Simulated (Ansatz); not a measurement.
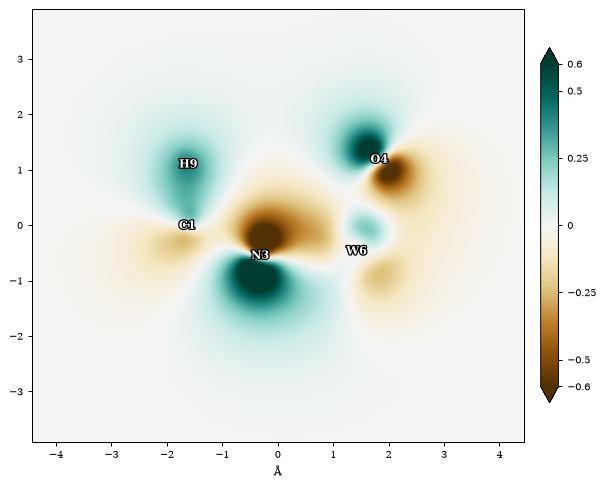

The picture shows: CH₄FNO₂W. One frontier orbital on the plane of atoms N3, C1 and H9 (values in Å⁻³ᐟ²; the overall sign is arbitrary).

Geometry: PBE0-D4/def2-SVP; core potentials replace the inner electrons of W.

Level of theory: isolated molecule in a Gaussian basis; Kohn-Sham density functional theory, functional PBE0 in Ansatz.

```xyz
10

C    -0.3190   -2.5518    1.1155
F    -4.2326   -1.1332    0.7290
N    -1.3494   -1.6276    0.8046
O    -2.6178   -1.8230   -1.6453
O    -2.1113    0.8473   -0.5597
W    -2.6014   -0.9369   -0.1879
H     0.6185   -2.0190    1.3483
H    -0.5906   -3.1459    2.0042
H    -0.1244   -3.2455    0.2782
H    -1.3521    1.3367   -0.2281
```

Which orbital is it: HOMO or LUMO?

The HOMO, at −7.89 eV. It lies mainly on N3 (about 45 %), O4 (about 20 %), W6 (about 15 %), C1 (about 10 %) and H9 (about 5 %).
